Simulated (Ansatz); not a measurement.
CH4OSi (SMILES [CH2][SiH2][O-]) (charge −1, doublet)

The calculation's input:

```
crystal:
  periodic: [false, false, false]
  atoms:
    - symbol: C
      position_ang: [-2.067463, -0.849337, -0.072352]
    - symbol: O
      position_ang: [0.714830, -1.506224, 0.751908]
    - symbol: Si
      position_ang: [-0.477338, -1.857248, -0.240763]
    - symbol: H
      position_ang: [-2.954875, -1.023146, -0.701484]
    - symbol: H
      position_ang: [-2.194073, -0.037845, 0.657437]
    - symbol: H
      position_ang: [-1.016816, -3.300501, -0.193050]
    - symbol: H
      position_ang: [-0.183574, -1.727224, -1.748639]
basis:
  gaussian: {orbitals: def2-TZVPD}
total_charge: -1
magnetization: {spin_polarized: true, initial_magnetization: 1}
hamiltonian: {xc: pbe0}
output: {forces: true, orbitals: {seedname: orbitals}}
```

Command:

```sh
ansatz run input.yaml --threads 2 --pin off --max-ram 4350MiB --events-out events.jsonl --progress --plain --runs-dir runs
```

Geometry: r2SCAN-D4/def2-SVPD.

Method: Ansatz 0.2.0, isolated molecule in a Gaussian basis; Kohn-Sham density functional theory, functional PBE0.

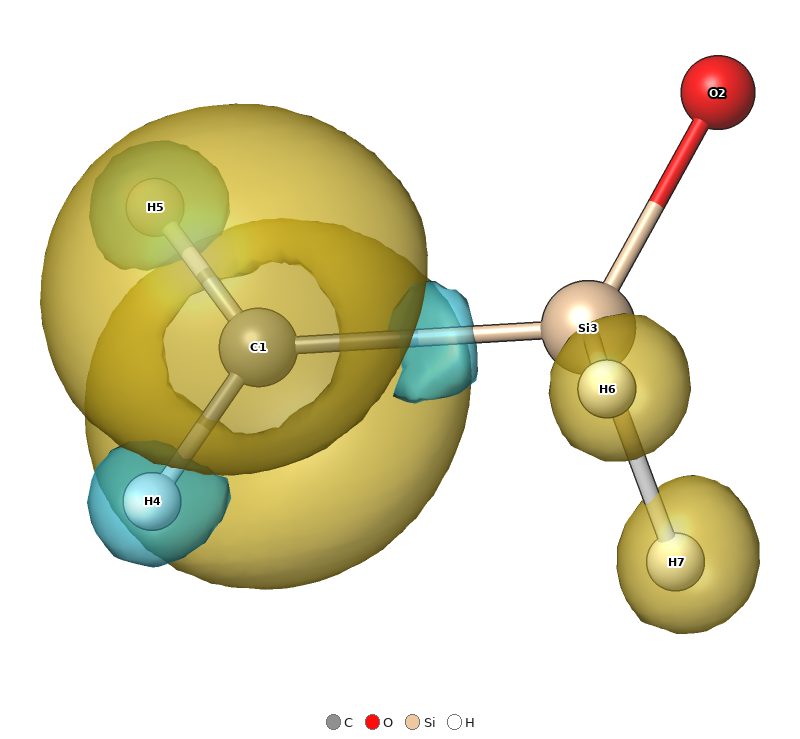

Figure 1. Isosurfaces of the spin density (α minus β) at +0.02 (yellow) and −0.02 e/Å³ (cyan), seen at a tilt.

### Which atoms carry the spin?

The unpaired spin (1 electron) lies mostly on C1 (about 0.8) and Si3 (about 0.1), in electrons by Hirshfeld's partition.

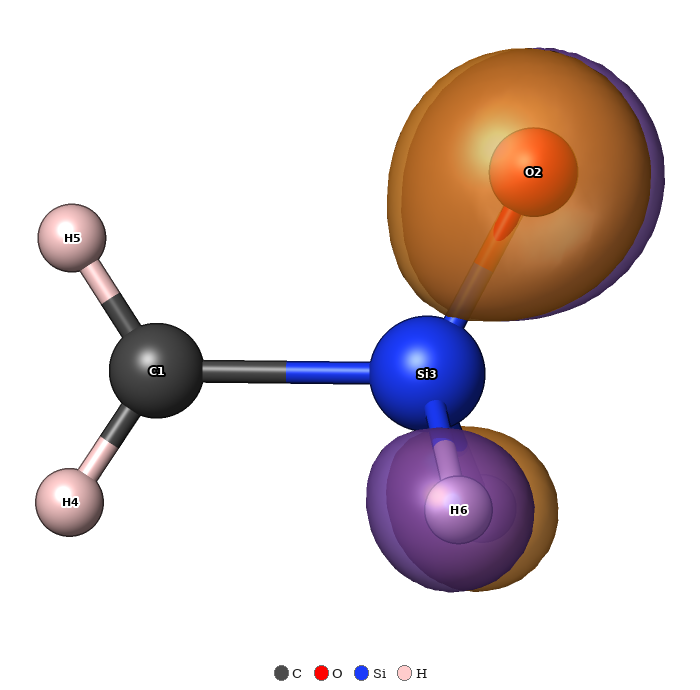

Figure 2. The HOMO (β) at ±0.15 Å⁻³ᐟ² (orange and purple are the two phases), seen at a tilt.

### Describe this orbital and give its energy.

It lies mainly on O2 (about 70 %), H7 (about 5 %) and H6 (about 5 %); largely a lone pair of O2. Its energy is −1.29 eV.

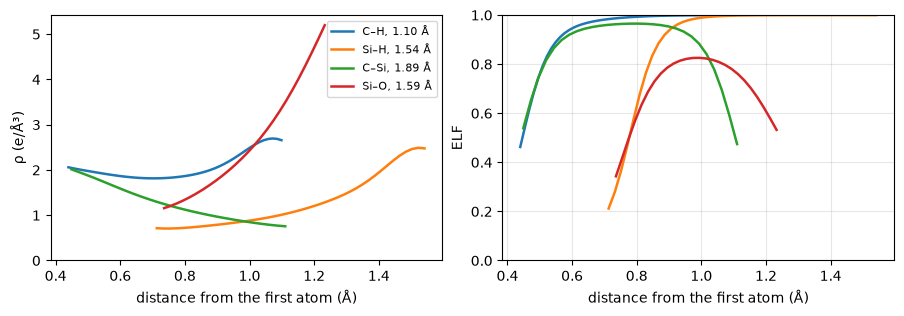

Figure 3. Total electron density and electron localisation function along straight lines between neighbouring atoms. The curves leave out the atomic cores.

### What can be read from the curves?

C–H (1.10 Å): ρ is about 1.9 e/Å³ halfway; the ELF climbs to about 1 towards the hydrogen, as it does in any bond to H (a covalent bond by its length).
Si–H (1.54 Å): ρ at the midpoint is about 0.71 e/Å³; the ELF climbs to about 1 towards the hydrogen.
C–Si (1.89 Å): ρ is about 0.91 e/Å³ halfway; the ELF peaks at about 0.95 between the atoms; a covalent bond.
Si–O (1.59 Å): ρ is about 1.3 e/Å³ halfway; the ELF peaks at about 0.85 between the atoms: a polar covalent bond.
